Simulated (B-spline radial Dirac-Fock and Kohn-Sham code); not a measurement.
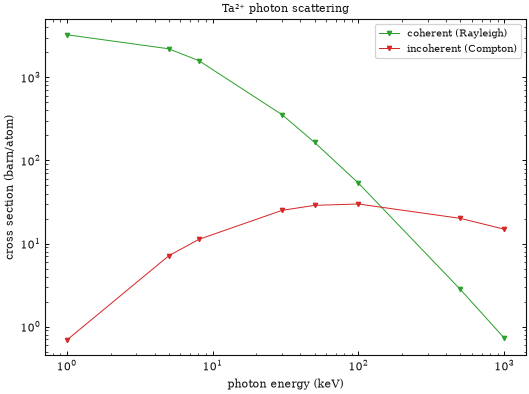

Coherent and incoherent photon scattering cross sections against photon energy, computed at the marked points and joined by straight lines. The figure is for the ion Ta²⁺, configuration [Xe] 4f14 5d3. The calculation used Thomson × f² and Klein–Nishina × S on Dirac–Fock densities, without anomalous dispersion (a radial B-spline solver).

> Where does Compton scattering overtake Rayleigh scattering?

Between 100 keV and 500 keV.

> What are the two cross sections at 50.00 keV?

Coherent 165 b, incoherent 28.8 b.
